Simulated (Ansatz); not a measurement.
**H3NO (hydroxylamine): HSE06/STO-3G**

Aim: the electronic atomisation energy of H3NO (hydroxylamine) at HSE06/STO-3G, from 4 runs. 

Program for the calculation: Ansatz 0.2.0.

45 further runs of the same task are left out: 2 that didn't finish, 43 set aside as unsound or not needed.

**1. The molecule**

H3NO has 5 atoms, charge 0, and is taken as a singlet. As SMILES, `NO`. The shape is that of a PBE0-D4/def2-TZVP optimisation. This is one conformer, not always the lowest.

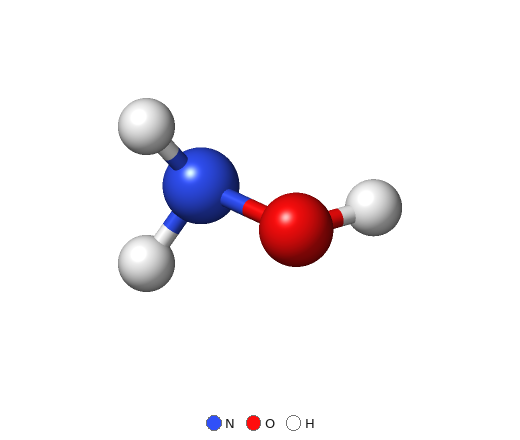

Viewed from a chosen angle; nitrogen blue, oxygen red, hydrogen white.

**2. A single-point energy at HSE06/STO-3G**

The input, molecule.yaml:

```yaml
crystal:
  periodic: [false, false, false]
  atoms:
    - symbol: N
      position_ang: [-0.165120, -0.361290, -0.321170]
    - symbol: O
      position_ang: [0.364460, 0.666040, 0.508060]
    - symbol: H
      position_ang: [-0.162690, -1.190020, 0.266770]
    - symbol: H
      position_ang: [-1.141650, -0.109840, -0.446210]
    - symbol: H
      position_ang: [1.105010, 0.995100, -0.007440]
basis:
  gaussian:
    orbitals: STO-3G
accuracy: high
hamiltonian:
  xc: {name: HSE06}
```

Run with:

```
$ ansatz run molecule.yaml --threads 1 --pin off --max-ram 3480MiB --events-out events.jsonl --progress --plain --runs-dir runs
```

What it wrote:

```text
Warning: RAYON_NUM_THREADS=1 ignored (pool sized by the plan → 1); use --threads N
Functional definition: HSE06
  name "HSE06"
  parameter a = 0.25
  parameter omega = 0.11/bohr
  exchange = pbe_x - a*pbe_x_sr(omega) + a*exact_x_sr(omega)
  correlation = pbe_c
209 factors; integrals over basis functions are off by at most 2.3e-8 eV
45 factors; integrals over basis functions are off by at most 2.8e-10 eV
mean field evaluation 1: about -3531.3031 eV, gradient 9.1e0 eV
mean field evaluation 2: about -3531.5318 eV, gradient 5.3e0 eV
mean field evaluation 4: about -3531.6232 eV, gradient 4.1e-1 eV
mean field evaluation 8: about -3531.6262 eV, gradient 7.8e-4 eV
mean field -3531.62623722 eV, -129.7848703955 hartree, gradient 5.1e-8 eV, S^2 0.000000; 0 other end points of the search recorded, 0 dependent functions left out
reference -3531.62623895 eV, -129.7848704590 hartree; 9, 9 occupied and 4, 4 virtual orbitals, 209 factors
Total energy: -3531.62623895 eV, -129.7848704590 hartree
```

It took 0.91 s on 1 thread of Arm Neoverse V1, shared host.

**3. The H atom, same level**

The input, input.yaml:

```yaml
crystal:
  periodic: [false, false, false]
  atoms:
    - {symbol: H, position_ang: [0.000000, 0.000000, 0.000000]}
basis:
  gaussian:
    orbitals: STO-3G
hamiltonian:
  xc: hse06
magnetization:
  spin_polarized: true
  initial_magnetization: 1
accuracy: high
```

Run the same way, it converges to -0.46620 Eh (log not shown).

**4. The N atom, same level**

The input, input.yaml:

```yaml
crystal:
  periodic: [false, false, false]
  atoms:
    - symbol: N
      position_ang: [0.000000, 0.000000, 0.000000]
basis:
  gaussian:
    orbitals: STO-3G
magnetization:
  spin_polarized: true
  initial_magnetization: 3
hamiltonian:
  xc: hse06
accuracy: high
```

Run the same way, it converges to -53.83615 Eh (log not shown).

**5. The O atom, same level**

The input, in.yaml:

```yaml
crystal:
  periodic: [false, false, false]
  atoms:
    - {symbol: O, position_ang: [0.000000, 0.000000, 0.000000]}
basis:
  gaussian: {orbitals: STO-3G}
magnetization: {spin_polarized: true, initial_magnetization: 2}
hamiltonian: {xc: {name: HSE06}}
accuracy: high
```

Run the same way, it converges to -73.97333 Eh (log not shown).

**6. What came out**

Level: HSE06/STO-3G.

| quantity | value |
| --- | --- |
| molecule: total energy | -129.78487 Eh |
| H atom: total energy | -0.46620 Eh |
| H atom: ⟨S²⟩ | 0.750 |
| N atom: total energy | -53.83615 Eh |
| N atom: ⟨S²⟩ | 3.750 |
| O atom: total energy | -73.97333 Eh |
| O atom: ⟨S²⟩ | 2.000 |
| electronic atomisation energy | 15.695 eV |

Taking the molecule apart into free atoms costs 15.70 eV (1514 kJ/mol), before zero-point energy and without spin-orbit coupling. In a minimal basis such a difference can be off by several eV, whatever the method.
